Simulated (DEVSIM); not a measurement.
Structure: abrupt InP p-n junction, at 450 K.

```tsv
layer (left to right)	material	thickness (μm)	Nd (cm⁻³)	Na (cm⁻³)	τn (s)	τp (s)
1	InP	4.40	-	1.1e18	3.1e-10	3.1e-10
2	InP	210	2.3e14	-	3.1e-10	3.1e-10
```

Left contact: ohmic. Right contact: ohmic. Voltage is applied to the left contact. Recombination: SRH at mid-gap, Auger. Mobility is constant in doping.

The device is made up for the run: typed textbook-type constants, with dimensions and the other settings drawn at random. Values at 300 K; Nc and Nv go as T^1.5, mobilities as T to minus their exponent, the gap by Varshni's rule with the affinity fixed.

```csv
parameter,InP
gap (eV),1.344
affinity (eV),4.38
permittivity,12.5
Nc (cm⁻³),5.7e17
Nv (cm⁻³),1.1e19
μn (cm²/Vs),5200
μp (cm²/Vs),170
T exponent of μn,2
T exponent of μp,2
Cn (cm⁶/s),9e-31
Cp (cm⁶/s),9e-31
Varshni α (eV/K),0.000363
Varshni β (K),162
```

Model (solved in DEVSIM): 1D drift-diffusion, Boltzmann statistics, complete ionisation; no tunnelling, impact ionisation, image-force lowering or self-heating.

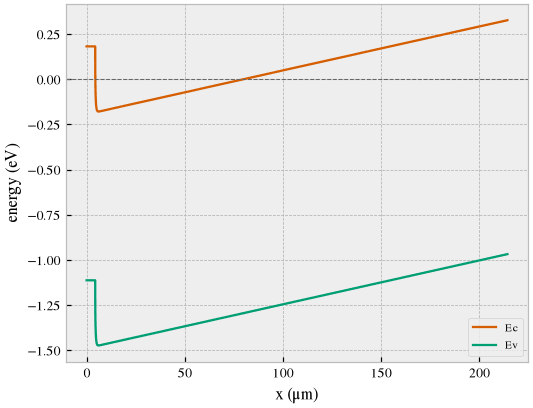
Figure: Band edges at 1.0 V on the left contact

Energies count from the Fermi level of the right contact; mesh points crowd at the junctions.

```tsv
x (μm)	Ec (eV)	Ev (eV)	n (cm⁻³)	p (cm⁻³)	field (V/cm)
0.000	0.182	-1.113	61000	1.1e18	≈ 0
0.05090	0.182	-1.113	8.4e7	1.1e18	≈ 0
0.1993	0.182	-1.113	3.3e8	1.1e18	≈ 0
0.6680	0.182	-1.113	1.1e9	1.1e18	≈ 0
2.814	0.182	-1.113	7.1e9	1.1e18	≈ 0
3.883	0.182	-1.113	1.4e10	1.1e18	≈ 0
4.249	0.182	-1.113	1.7e10	1.1e18	≈ 0
4.385	0.179	-1.115	2.0e10	1.0e18	-4800
4.422	0.058	-1.236	4.6e11	4.6e16	-23000
4.515	-0.045	-1.339	6.6e12	3.2e15	-6300
4.811	-0.137	-1.432	7.2e13	2.4e14	-1600
6.346	-0.179	-1.473	2.3e14	8.6e11	19
10.31	-0.169	-1.464	2.3e14	2.9e8	24
22.97	-0.138	-1.433	2.3e14	2.9e8	24
88.56	0.021	-1.274	2.3e14	2.9e8	24
171.6	0.223	-1.072	2.3e14	2.9e8	24
200.2	0.292	-1.002	2.3e14	2.9e8	24
209.9	0.316	-0.979	2.3e14	2.9e8	24
213.4	0.324	-0.970	2.3e14	2.9e8	24
214.1	0.326	-0.969	2.3e14	2.9e8	24
214.3	0.326	-0.968	2.3e14	2.9e8	24
214.4	0.327	-0.968	2.3e14	2.9e8	24
```
